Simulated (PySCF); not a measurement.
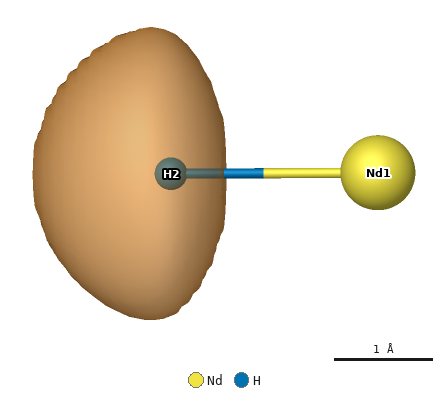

Figure. NdH (sextet). Isosurface of the ELF at 0.9 (orange), seen from one side. Core shells and regions of very low density are left out.

The calculation used PySCF, PBE0/x2c-TZVPPall, spin-free X2C-1e, Gaussian nucleus, at a bond length of 2.127 Å.

```xyz
2

Nd    0.0000    0.0000   -0.0150
H     0.0000    0.0000    2.1120
```

### What do the ELF domains correspond to?

The surface consists of one region around a hydrogen nucleus.

Values along the shortest contacts:
Nd–H (2.13 Å): the ELF climbs to about 1 towards the hydrogen.
